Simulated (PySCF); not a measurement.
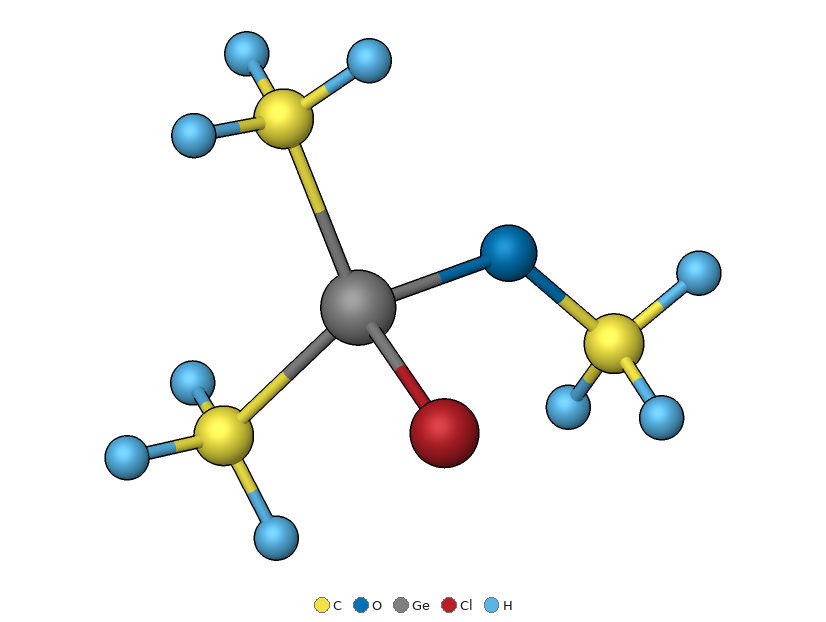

Figure made from data computed with PySCF.

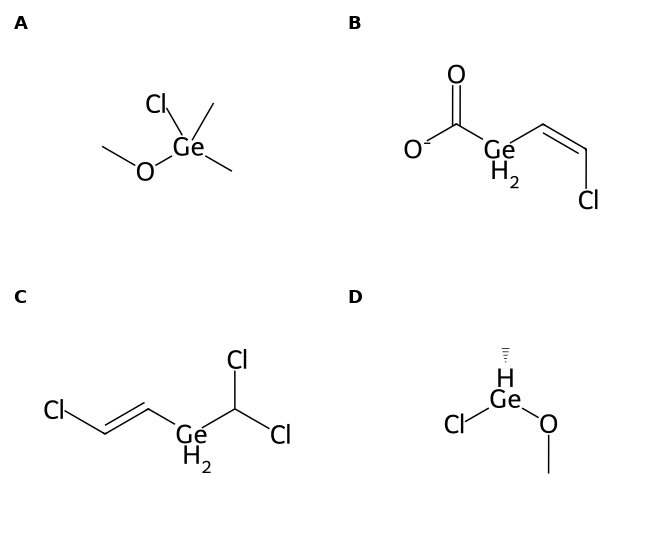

**The first picture shows one of the molecules drawn in the second. Which?**

A, `C[O][Ge]([CH3])([CH3])[Cl]`.
